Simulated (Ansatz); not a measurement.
# Tl2Te (model cell, started as cuprite): following an unstable mode, part 2 of 3

Which phase does Tl2Te (model cell, started as cuprite) fall into along its unstable mode, and how much energy does it gain?

Ansatz 0.2.0; DFT PBEsol, scalar-relativistic, plane waves, PAW.

So far, highest frequency on the path or at a solved wavevector (cm⁻¹): step 2 (response at finite wavevector) 94.3. Also lowest frequency on the path (cm⁻¹): step 2 -55.3.

The structure was built from a prototype and need not be the compound's stable phase.

### Step 4. The mode frozen in, largest atomic shift 0.22 Å

The atoms are moved along the unstable eigenvector, the largest shift by 0.22 Å, with the cell fixed.

Contents of input.yaml:

```yaml
crystal:
  lattice:
    - [7.2996465413, 7.2996465413, 0.0]
    - [7.2996465413, 0.0, 7.2996465413]
    - [7.2996465413, 0.0, -7.2996465413]
  atoms:
    - { symbol: Te, position: [-0.0174004397, 0.0087002198, -0.0087002198] }
    - { symbol: Te, position: [0.0174004397, 0.4912997802, 0.5087002198] }
    - { symbol: Te, position: [0.4825995603, 0.2587002198, 0.7412997802] }
    - { symbol: Te, position: [0.5174004397, 0.7412997802, 0.2587002198] }
    - { symbol: Tl, position: [0.2554167763, 0.1207146468, 0.8792853532] }
    - { symbol: Tl, position: [0.2445832237, 0.6292853532, 0.3707146468] }
    - { symbol: Tl, position: [0.7522628463, 0.1238685769, 0.8761314231] }
    - { symbol: Tl, position: [0.7477371537, 0.6261314231, 0.3738685769] }
    - { symbol: Tl, position: [0.2554167763, 0.6238685769, 0.8792853532] }
    - { symbol: Tl, position: [0.2445832237, 0.1261314231, 0.3707146468] }
    - { symbol: Tl, position: [0.7585707063, 0.1207146468, 0.3761314231] }
    - { symbol: Tl, position: [0.7414292937, 0.6292853532, 0.8738685769] }
kpoints:
  mp_grid: { grid: [4, 4, 4] }
hamiltonian:
  xc: pbesol
scf:
  occupations: { method: gaussian, width: 0.01 }
output:
  forces: true
  stress: true
  eigenvalues: true
```

Started as:

```sh
> ansatz run input.yaml --threads 8 --pin off --max-ram 14336MiB --backend cpu --events-out ev --progress --plain --runs-dir out
```

Numbers of over 12 decimals in the logs are rounded to 6 here.

The log of the run:

```text
[...]
Crystal: 12 atoms, lattice volume = 777.921 Å³
Basis set: ecut = 420 eV, 15185 PW (Γ), exchange–correlation on 144×144×144 points (8 copies of the dense FFT grid, shifted against one another)
Bands: 101, of which v1, the nominal top of the filled ones, is band 84 counted from 1 (83 counted from 0)
Symmetry: 12 space group operations
[...]
k-points: 13 of 64
[...]
k-point 0: bands = [... 80 lower, 2.3966, 2.3966, 2.4056, 2.5565, 2.9986, 2.9986, 3.3879, 3.3879, ... 9 higher]
  k-point 1: bands = [... 80 lower, 2.1869, 2.3610, 2.4012, 2.5264, 2.9603, 3.0238, 3.4906, 3.5372, ... 9 higher]
  k-point 2: bands = [... 80 lower, 2.1095, 2.2802, 2.2863, 2.4257, 3.1609, 3.1762, 3.5430, 3.7000, ... 9 higher]
  k-point 12: bands = [... 80 lower, 2.1733, 2.1733, 2.2133, 2.2133, 3.2846, 3.2846, 3.4727, 3.4727, ... 9 higher]
[key lines of the parts left out:]
SCF converged after 9 iterations
Free energy (F): -117966.809329 eV
Fermi energy:    2.752209 eV
P = ⅓ Tr σ = 0.0437 GPa (0.437 kbar)
```

It took 7.9 s on 8 threads of Arm Neoverse V2, shared host; peak memory 3.3 GiB.

Numbers from this step:

```
pressure                         : 0.04366 GPa
gap on the k-mesh                : 0.3919 eV
energy from the undistorted cell : -1.865 meV/atom
```

The energy, extrapolated to zero smearing, is -1.86 meV/atom against the undistorted cell.

The run ends at a pressure of 0.04 GPa, with forces up to 0.29 eV/Å.

### Step 5. Energy along the mode, all amplitudes (two of the runs are shown above)

An imaginary frequency means negative curvature, so the energy should fall and then rise again as anharmonic terms take over.

Numbers from this step:

- depth at the lowest point sampled: 1.865 meV/atom
- largest atomic shift at that point: 0.22 Å

The energy from the parent by largest atomic shift:

```csv
largest atomic shift (Å),energy from the parent (meV/atom)
0.000,0
0.040,-0.251
0.080,-0.768
0.140,-1.60
0.220,-1.86
0.320,1.99
0.450,22.7
```

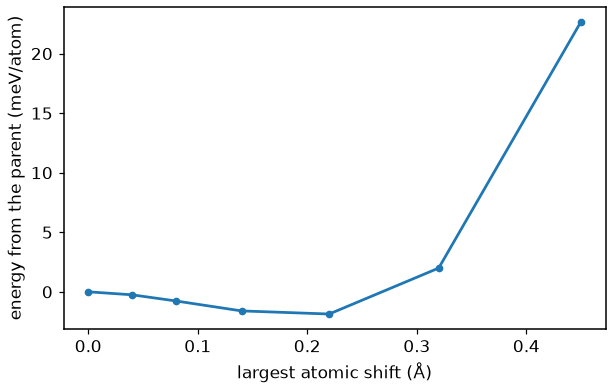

Energy from the parent against largest atomic shift.

Displacement at unit largest shift by atom:

```
atom   x (Å)   y (Å)   z (Å)   size
 Te1  -0.577  -0.577   0.577  0.999
 Te2   0.577   0.577  -0.577  0.999
 Te3  -0.577  -0.577   0.577  0.999
 Te4   0.577   0.577  -0.577  0.999
 Tl5   0.180   0.180  -0.284  0.381
 Tl6  -0.180  -0.180   0.284  0.381
 Tl7   0.075   0.075  -0.075  0.130
 Tl8  -0.075  -0.075   0.075  0.130
 Tl9   0.284   0.180  -0.180  0.381
Tl10  -0.284  -0.180   0.180  0.381
Tl11   0.180   0.284  -0.180  0.381
Tl12  -0.180  -0.284   0.180  0.381
```

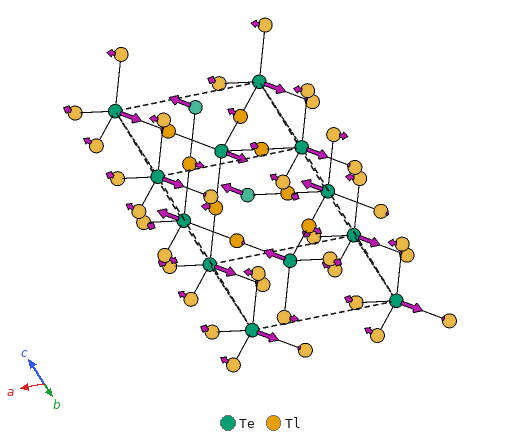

Displacement at unit largest shift as arrows, the longest 0.999 Å. Some periodic images of atoms are drawn too.

The lowest of the steps tried is at 0.22 Å, 1.86 meV/atom below the parent; the bottom of the well need not coincide with a step.

### Step 6. Relaxation from the frozen mode

Starting from the lowest point found, all atoms and the cell are let go, so that strain and other modes of the same symmetry can join in.

input.yaml, as its differences from that of step 4:

```diff
@@ -28 +28,6 @@
   eigenvalues: true
+relax:
+  adjacent_minimum: "off"
+  f_tol: 0.002
+  max_steps: 120
+  cell: { stress_tol: 0.03 }
```

The log of the run:

```text
[...]
Crystal: 12 atoms, lattice volume = 777.921 Å³
Basis set: ecut = 420 eV, 15185 PW (Γ), exchange–correlation on 144×144×144 points (8 copies of the dense FFT grid, shifted against one another)
Bands: 101, of which v1, the nominal top of the filled ones, is band 84 counted from 1 (83 counted from 0)
Symmetry: 12 space group operations
[...]
k-points: 13 of 64
[...]
SCF iter   1: F=—  HF=-117966.870860 eV  |F-HF|=—  |Δ(HF+E_count)|=         —  Δρ=3.63e-3  dr2=3.85e-1  ethr=1.77e-3  ⟨swp⟩=6.8  Hψ=5273  notcnv=0  defer=26
[...]
SCF iter   9: F=-117966.809329 eV  HF=-117966.809329 eV  |F-HF|=1.44e-8  |Δ(HF+E_count)|=   3.40e-7  Δρ=1.39e-6  dr2=5.52e-8  ethr=5.95e-11  ⟨swp⟩=6.0  Hψ=5145  notcnv=0
SCF 1 converged in 9 iterations: F = -117966.809329 eV  dr2 = 5.52e-8
[...]
relax step   1: F+E_penalty+E_count = -117966.80932909 eV  Δ(F+E_penalty+E_count) = +0.000e0 eV  max|allowed force component| = 1.662e-1 eV/Å  Δτ_max = 0.0000 Å  P = +0.044 GPa  Ω = 777.921 Å³  (9 SCF iters, dr2 threshold 1.00e-7 eV, accepted)
Crystal: 12 atoms, lattice volume = 775.841 Å³
Basis set: ecut = 420 eV, 15161 PW (Γ), exchange–correlation on 144×144×144 points (8 copies of the dense FFT grid, shifted against one another)
[...]
SCF iter   7: F=-117966.899866 eV  HF=-117966.899865 eV  |F-HF|=3.70e-7  |Δ(HF+E_count)|=   1.83e-6  Δρ=4.03e-6  dr2=3.01e-7  ethr=7.14e-10  ⟨swp⟩=8.4  Hψ=6241  notcnv=0
SCF 2 converged in 7 iterations: F = -117966.899866 eV  dr2 = 3.01e-7
[...]
relax step   2: F+E_penalty+E_count = -117966.89986566 eV  Δ(F+E_penalty+E_count) = -9.054e-2 eV  max|allowed force component| = 1.111e-1 eV/Å  Δτ_max = 0.1137 Å  P = -0.070 GPa  Ω = 775.841 Å³  energy of the carried Pulay correction = +2.025e-4 eV  (7 SCF iters, dr2 threshold 1.20e-6 eV, accepted)
Crystal: 12 atoms, lattice volume = 766.973 Å³
Basis set: ecut = 420 eV, 14999 PW (Γ), exchange–correlation on 144×144×144 points (8 copies of the dense FFT grid, shifted against one another)
[...]
SCF iter   8: F=-117967.076276 eV  HF=-117967.076275 eV  |F-HF|=2.40e-7  |Δ(HF+E_count)|=   1.44e-6  Δρ=3.14e-6  dr2=2.14e-7  ethr=4.60e-10  ⟨swp⟩=8.5  Hψ=6074  notcnv=0
SCF 3 converged in 8 iterations: F = -117967.076276 eV  dr2 = 2.14e-7
relax step   3: F+E_penalty+E_count = -117967.07627561 eV  Δ(F+E_penalty+E_count) = -1.764e-1 eV  max|allowed force component| = 1.773e-1 eV/Å  Δτ_max = 0.1921 Å  P = -0.191 GPa  Ω = 766.973 Å³  energy of the carried Pulay correction = +1.076e-3 eV  (8 SCF iters, dr2 threshold 7.72e-7 eV, accepted)
[... from here on, the SCF cycles and remarks between the steps are left out ...]
relax step   4: F+E_penalty+E_count = -117967.41916856 eV  Δ(F+E_penalty+E_count) = -3.429e-1 eV  max|allowed force component| = 2.716e-1 eV/Å  Δτ_max = 0.1906 Å  P = -0.366 GPa  Ω = 751.213 Å³  energy of the carried Pulay correction = +2.670e-3 eV  (8 SCF iters, dr2 threshold 1.20e-6 eV, accepted)
relax step   5: F+E_penalty+E_count = -117967.93466406 eV  Δ(F+E_penalty+E_count) = -5.155e-1 eV  max|allowed force component| = 3.257e-1 eV/Å  Δτ_max = 0.1946 Å  P = -0.560 GPa  Ω = 728.585 Å³  energy of the carried Pulay correction = +5.060e-3 eV  (8 SCF iters, dr2 threshold 1.20e-6 eV, accepted)
relax step   6: F+E_penalty+E_count = -117968.51980190 eV  Δ(F+E_penalty+E_count) = -5.851e-1 eV  max|allowed force component| = 2.386e-1 eV/Å  Δτ_max = 0.1928 Å  P = -0.732 GPa  Ω = 697.380 Å³  energy of the carried Pulay correction = +8.565e-3 eV  (8 SCF iters, dr2 threshold 1.20e-6 eV, accepted)
relax step   7: F+E_penalty+E_count = -117968.94803931 eV  Δ(F+E_penalty+E_count) = -4.282e-1 eV  max|allowed force component| = 2.080e-1 eV/Å  Δτ_max = 0.1952 Å  P = -0.230 GPa  Ω = 642.896 Å³  energy of the carried Pulay correction = +1.536e-2 eV  (9 SCF iters, dr2 threshold 1.20e-6 eV, accepted)
relax step   8: F+E_penalty+E_count = -117969.10462345 eV  Δ(F+E_penalty+E_count) = -1.566e-1 eV  max|allowed force component| = 1.171e-1 eV/Å  Δτ_max = 0.1954 Å  P = -0.365 GPa  Ω = 613.116 Å³  energy of the carried Pulay correction = +1.949e-2 eV  (11 SCF iters, dr2 threshold 1.20e-6 eV, accepted)
relax step   9: F+E_penalty+E_count = -117969.30207788 eV  Δ(F+E_penalty+E_count) = -1.975e-1 eV  max|allowed force component| = 1.528e-1 eV/Å  Δτ_max = 0.1951 Å  P = -0.353 GPa  Ω = 581.141 Å³  energy of the carried Pulay correction = +2.432e-2 eV  (12 SCF iters, dr2 threshold 8.57e-7 eV, accepted)
relax step  10: F+E_penalty+E_count = -117969.52471965 eV  Δ(F+E_penalty+E_count) = -2.226e-1 eV  max|allowed force component| = 1.769e-1 eV/Å  Δτ_max = 0.1951 Å  P = -0.363 GPa  Ω = 553.471 Å³  energy of the carried Pulay correction = +2.887e-2 eV  (11 SCF iters, dr2 threshold 1.20e-6 eV, accepted)
relax step  11: F+E_penalty+E_count = -117969.75834620 eV  Δ(F+E_penalty+E_count) = -2.336e-1 eV  max|allowed force component| = 1.828e-1 eV/Å  Δτ_max = 0.1997 Å  P = -0.239 GPa  Ω = 526.860 Å³  energy of the carried Pulay correction = +3.362e-2 eV  (9 SCF iters, dr2 threshold 1.20e-6 eV, accepted)
relax step  12: F+E_penalty+E_count = -117969.97399650 eV  Δ(F+E_penalty+E_count) = -2.157e-1 eV  max|allowed force component| = 2.488e-1 eV/Å  Δτ_max = 0.1968 Å  P = -0.243 GPa  Ω = 508.483 Å³  energy of the carried Pulay correction = +3.714e-2 eV  (10 SCF iters, dr2 threshold 1.20e-6 eV, accepted)
relax step  13: F+E_penalty+E_count = -117970.13043473 eV  Δ(F+E_penalty+E_count) = -1.564e-1 eV  max|allowed force component| = 1.115e-1 eV/Å  Δτ_max = 0.1919 Å  P = +0.168 GPa  Ω = 491.960 Å³  energy of the carried Pulay correction = +4.049e-2 eV  (9 SCF iters, dr2 threshold 1.20e-6 eV, accepted)
relax step  14: F+E_penalty+E_count = -117970.14244125 eV  Δ(F+E_penalty+E_count) = -1.201e-2 eV  max|allowed force component| = 9.193e-2 eV/Å  Δτ_max = 0.0321 Å  P = +0.172 GPa  Ω = 492.830 Å³  energy of the carried Pulay correction = +4.031e-2 eV  (7 SCF iters, dr2 threshold 7.78e-7 eV, accepted)
relax step  15: F+E_penalty+E_count = -117970.17849846 eV  Δ(F+E_penalty+E_count) = -3.606e-2 eV  max|allowed force component| = 8.987e-2 eV/Å  Δτ_max = 0.1474 Å  P = -0.294 GPa  Ω = 499.863 Å³  energy of the carried Pulay correction = +3.886e-2 eV  (9 SCF iters, dr2 threshold 5.28e-7 eV, accepted)
[...]
relax step  20: F+E_penalty+E_count = -117970.34047404 eV  Δ(F+E_penalty+E_count) = -8.910e-2 eV  max|allowed force component| = 1.182e-1 eV/Å  Δτ_max = 0.1905 Å  P = +0.144 GPa  Ω = 473.680 Å³  energy of the carried Pulay correction = +4.442e-2 eV  (12 SCF iters, dr2 threshold 1.20e-6 eV, accepted)
relax step  21: F+E_penalty+E_count = -117970.35559332 eV  Δ(F+E_penalty+E_count) = -1.512e-2 eV  max|allowed force component| = 6.919e-2 eV/Å  Δτ_max = 0.1715 Å  P = +0.347 GPa  Ω = 475.834 Å³  energy of the carried Pulay correction = +4.394e-2 eV  (9 SCF iters, dr2 threshold 8.73e-7 eV, accepted)
relax step  22: F+E_penalty+E_count = -117970.27312162 eV  Δ(F+E_penalty+E_count) = +8.247e-2 eV  max|allowed force component| = 3.038e-1 eV/Å  Δτ_max = 0.1922 Å  P = -0.771 GPa  Ω = 502.893 Å³  energy of the carried Pulay correction = +3.825e-2 eV  (14 SCF iters, dr2 threshold 3.92e-7 eV, rejected (line search))
relax step  23: F+E_penalty+E_count = -117970.38159848 eV  Δ(F+E_penalty+E_count) = -2.601e-2 eV  max|allowed force component| = 5.736e-2 eV/Å  Δτ_max = 0.0961 Å  P = +0.082 GPa  Ω = 482.713 Å³  energy of the carried Pulay correction = +4.245e-2 eV  (14 SCF iters, accepted)
relax step  24: F+E_penalty+E_count = -117970.40752976 eV  Δ(F+E_penalty+E_count) = -2.593e-2 eV  max|allowed force component| = 6.580e-2 eV/Å  Δτ_max = 0.0976 Å  P = -0.028 GPa  Ω = 487.767 Å³  energy of the carried Pulay correction = +4.137e-2 eV  (8 SCF iters, dr2 threshold 2.06e-7 eV, accepted)
relax step  25: F+E_penalty+E_count = -117970.44560335 eV  Δ(F+E_penalty+E_count) = -3.807e-2 eV  max|allowed force component| = 8.167e-2 eV/Å  Δτ_max = 0.1463 Å  P = -0.110 GPa  Ω = 495.554 Å³  energy of the carried Pulay correction = +3.974e-2 eV  (8 SCF iters, dr2 threshold 2.71e-7 eV, accepted)
relax step  26: F+E_penalty+E_count = -117970.47708266 eV  Δ(F+E_penalty+E_count) = -3.148e-2 eV  max|allowed force component| = 5.010e-2 eV/Å  Δτ_max = 0.1951 Å  P = -0.063 GPa  Ω = 507.101 Å³  energy of the carried Pulay correction = +3.741e-2 eV  (8 SCF iters, dr2 threshold 4.17e-7 eV, accepted)
relax step  27: F+E_penalty+E_count = -117970.48053358 eV  Δ(F+E_penalty+E_count) = -3.451e-3 eV  max|allowed force component| = 2.098e-2 eV/Å  Δτ_max = 0.0491 Å  P = +0.054 GPa  Ω = 504.835 Å³  energy of the carried Pulay correction = +3.786e-2 eV  (8 SCF iters, dr2 threshold 1.57e-7 eV, accepted)
relax step  28: F+E_penalty+E_count = -117970.47955872 eV  Δ(F+E_penalty+E_count) = +9.749e-4 eV  max|allowed force component| = 3.268e-2 eV/Å  Δτ_max = 0.0178 Å  P = -0.027 GPa  Ω = 510.176 Å³  energy of the carried Pulay correction = +3.681e-2 eV  (9 SCF iters, dr2 threshold 2.75e-8 eV, accepted)
relax step  29: F+E_penalty+E_count = -117970.48187958 eV  Δ(F+E_penalty+E_count) = -2.321e-3 eV  max|allowed force component| = 1.214e-2 eV/Å  Δτ_max = 0.0114 Å  P = -0.000 GPa  Ω = 507.690 Å³  energy of the carried Pulay correction = +3.730e-2 eV  (7 SCF iters, dr2 threshold 6.67e-8 eV, accepted)
relax step  30: F+E_penalty+E_count = -117970.48208546 eV  Δ(F+E_penalty+E_count) = -2.059e-4 eV  max|allowed force component| = 2.327e-3 eV/Å  Δτ_max = 0.0054 Å  P = +0.004 GPa  Ω = 507.098 Å³  energy of the carried Pulay correction = +3.741e-2 eV  (7 SCF iters, dr2 threshold 9.22e-9 eV, accepted)
relax step  31: F+E_penalty+E_count = -117970.48204725 eV  Δ(F+E_penalty+E_count) = +3.821e-5 eV  max|allowed force component| = 8.853e-4 eV/Å  Δτ_max = 0.0012 Å  P = -0.001 GPa  Ω = 507.330 Å³  energy of the carried Pulay correction = +3.737e-2 eV  (8 SCF iters, dr2 threshold 3.38e-10 eV, accepted)
Basis set: ecut = 420 eV, 9961 PW (Γ), exchange–correlation on 144×108×144 points (8 copies of the dense FFT grid, shifted against one another)
[...]
SCF iter   8: F=-117970.474421 eV  HF=-117970.474421 eV  |F-HF|=1.46e-11  |Δ(HF+E_count)|=    0.00e0  Δρ=4.47e-8  dr2=2.69e-11  ethr=1.00e-12  ⟨swp⟩=5.0  Hψ=4504  notcnv=0
SCF 32 converged in 8 iterations: F = -117970.474421 eV  dr2 = 2.69e-11
relax step  32: F+E_penalty+E_count = -117970.47442061 eV  Δ(F+E_penalty+E_count) = +7.627e-3 eV  max|allowed force component| = 8.769e-4 eV/Å  Δτ_max = 0.0000 Å  P = -0.020 GPa  Ω = 507.330 Å³  stress off target by 2.89e-2 GPa  SCF on the basis re-selected at this cell (its energy is not comparable with the rows above)  (8 SCF iters)
basis re-selected at this cell: Δ(F+E_penalty+E_count) = +7.627e-3 eV, ΔP = -0.019 GPa vs the last step (what re-selecting the basis moved, of the pressure what is left beyond the Pulay correction that the steps carried, after the strain that the cell walked since its last selection, with what the two solves' SCF thresholds leave and, on support functions, any second-order correction that the steps lacked; it is no measure of the basis error at this ecutwfc). The dense FFT grid was sized anew with the basis: this SCF ran on 72×54×72 points, the steps before it on 72×72×72, so part of this shift can come from that change (see relax.cell in the input reference). [rest of the remark cut]
SCF converged after 8 iterations
Free energy (F): -117970.474421 eV
[...]
Internal energy: -117970.473859 eV  (E = F + TS)
E sigma→0 (E₀):  -117970.474140 eV
Entropy (-TS):   -0.000562 eV (-0.047 meV/atom)
Fermi energy:    5.675087 eV
[...]
--- Forces (eV/Å), atoms counted from 1 ---
  atom   1  Te     0.00012534     0.00012534    -0.00012534
  atom   2  Te     0.00020396     0.00020396    -0.00020396
  atom   3  Te    -0.00020396    -0.00020396     0.00020396
  atom   4  Te    -0.00012534    -0.00012534     0.00012534
  atom   5  Tl    -0.00022628    -0.00022628     0.00087690
  atom   6  Tl     0.00022628     0.00022628    -0.00087690
  atom   7  Tl     0.00020174     0.00020174    -0.00020174
  atom   8  Tl    -0.00020174    -0.00020174     0.00020174
  atom   9  Tl    -0.00087690    -0.00022628     0.00022628
  atom  10  Tl     0.00087690     0.00022628    -0.00022628
  atom  11  Tl    -0.00022628    -0.00087690     0.00022628
  atom  12  Tl     0.00022628     0.00087690    -0.00022628
  max |Σ_I F_I| component: 5.31e-18 eV/Å
--- Stress (GPa, compression-positive) ---
       -0.020063       0.008843      -0.008843
        0.008843      -0.020063      -0.008843
       -0.008843      -0.008843      -0.020063
  P = ⅓ Tr σ = -0.0201 GPa (-0.201 kbar)
--- Band table (eV; the first three rows and the last of 13) ---
  k-point 0: bands = [... 80 lower, 4.3733, 4.9353, 4.9353, 6.3447, 6.3447, 6.3490, 6.7018, 6.7646, ... 13 higher]
  k-point 1: bands = [... 80 lower, 4.3307, 4.7015, 4.9150, 6.0775, 6.2862, 6.3966, 6.5316, 6.6030, ... 13 higher]
  k-point 2: bands = [... 80 lower, 4.1081, 4.5209, 5.4489, 5.5690, 5.6139, 6.5383, 6.6668, 6.7316, ... 13 higher]
  k-point 12: bands = [... 80 lower, 4.3220, 4.3220, 4.4378, 5.3090, 6.6494, 6.6494, 6.7197, 6.7197, ... 13 higher]
--- Relaxed structure (31 steps of the walk, 30 accepted, 1 SCFs on fresh bases) ---
  F+E_penalty+E_count = -117970.47442061 eV   max|allowed force component| = 8.769e-4 eV/Å   (the final SCF, on the basis selected at the relaxed cell)
  cell:  # Å, volume = 507.3298 Å³
    - [7.258935, 7.258935, -1.658766]
    - [5.600168, 0.0, 5.600168]
    - [7.258935, 1.658766, -7.258935]
  atoms:
    - { symbol: Te, position: [0.062587, -0.031294, 0.031294] }
    - { symbol: Te, position: [0.139841, 0.430079, 0.569921] }
    - { symbol: Te, position: [0.360159, 0.319921, 0.680079] }
    - { symbol: Te, position: [0.437413, 0.781294, 0.218706] }
    - { symbol: Tl, position: [0.360519, 0.089774, 0.910226] }
    - { symbol: Tl, position: [0.139481, 0.660226, 0.339774] }
    - { symbol: Tl, position: [0.695917, 0.152041, 0.847959] }
    - { symbol: Tl, position: [0.804083, 0.597959, 0.402041] }
    - { symbol: Tl, position: [0.360519, 0.549707, 0.910226] }
    - { symbol: Tl, position: [0.139481, 0.200293, 0.339774] }
    - { symbol: Tl, position: [0.820452, 0.089774, 0.450293] }
    - { symbol: Tl, position: [0.679548, 0.660226, 0.799707] }
```

Elapsed: 5 min, on 8 threads; peak memory 3.4 GiB; 38 min of CPU time.

(Part 2 of 3 ends here.)

[Logs are printed without paths, hosts, clocks, repeated set-up lines and the standing remarks that a program may print on its own settings, such as how far it seeks lower states.]

[Hosts, paths, dates, database ids (printed as entryN), source tags and the programs' standing remarks are cut or masked in the printed files.]
